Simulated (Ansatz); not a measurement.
## Electronic structure of CHBF (SMILES [CH+]=BF) (charge +1) in real space

```xyz
4

C    -0.0093    0.1716   -0.7856
B     0.0062   -0.0716    0.6611
F     0.0077   -0.0041    1.9010
H     0.0081   -0.3255   -1.7640
```

Geometry: r2SCAN-D4/def2-SVP.

These are results of isolated molecule in a Gaussian basis; Kohn-Sham density functional theory, functional PBE0 in Ansatz, not measurements.

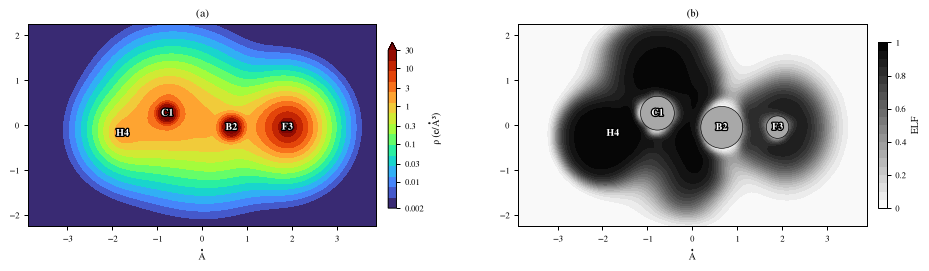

Figure 1. (a) electron density; (b) ELF on the molecular plane. Grey discs cover the atomic cores in the ELF map.

Describe what can be read from this map.

Answer. The section cuts through C, B, F and H sites.
B–F (1.24 Å): the density is about 2.8 e/Å³ at the midpoint; the ELF peaks at about 0.85 between the atoms: a polar covalent bond.
C–B (1.47 Å): ρ at the midpoint is about 1.7 e/Å³; the ELF peaks at about 0.95 between the atoms: a covalent bond.
C–H (1.10 Å): ρ at the midpoint is about 2.1 e/Å³; the ELF climbs to about 1 towards the hydrogen, as it does in any bond to H (an ordinary covalent bond to hydrogen).
The ELF also peaks beside F3, away from the bonds: lone-pair regions.

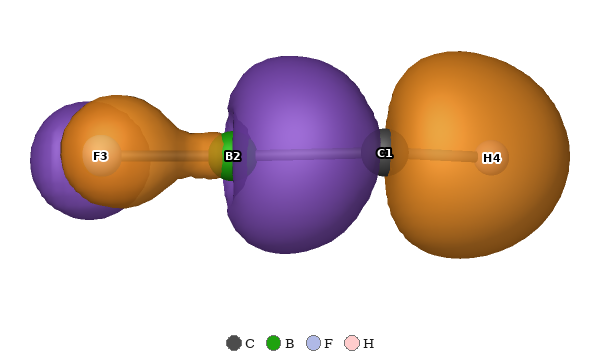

Figure 2. The HOMO−1 at ±0.15 Å⁻³ᐟ² (orange and purple are the two phases), seen from one side.

Describe this orbital and give its energy.

Answer. It lies mainly on C1 (about 45 %), H4 (about 20 %), B2 (about 20 %) and F3 (about 15 %); it is symmetric in the molecular plane (an in-plane orbital: σ, lone-pair or in-plane π type). Its energy is −21.38 eV.

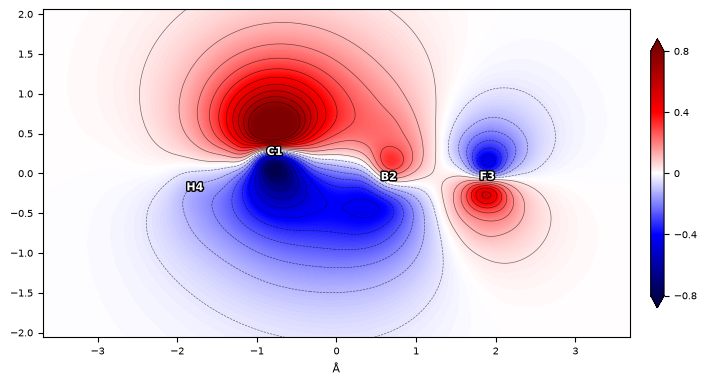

Figure 3. The HOMO on the molecular plane (values in Å⁻³ᐟ²; the overall sign is arbitrary).

Where does this orbital lie, and at what energy?

Answer. Its weight (Hirshfeld) is mainly on C1 (about 70 %) and B2 (about 25 %); it is symmetric in the molecular plane (an in-plane orbital: σ, lone-pair or in-plane π type). Its energy is −15.28 eV.
